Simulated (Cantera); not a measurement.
Input: 1 mol CF4, a varied amount of Si, equilibrated at 2550 K and 0.0950 bar.

Equilibrium computed with Cantera from the NASA thermochemical tables; the gas is ideal and each condensed phase is pure. Candidate condensed phases: C, Si, SiC; 23 gas species. The tables' values for SiF3, C2F4 are old estimates; treat these amounts as uncertain. Gases not in the tables: C2F6 and larger saturated fluorocarbons. Equilibrium is a limit: real reactors are often held back by kinetics, nucleation or transport.

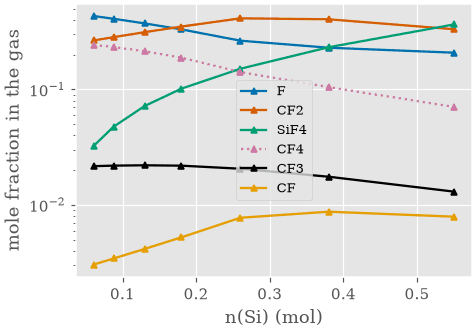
Figure: Equilibrium gas composition (values under 1e-9 drawn at 1e-9)

**Question.** Read off the mole fractions at 0.088 mol Si.

**Answer.** F about 0.41, CF2 about 0.28, CF4 about 0.23, SiF4 about 0.048, CF3 about 0.022, CF about 0.0034.
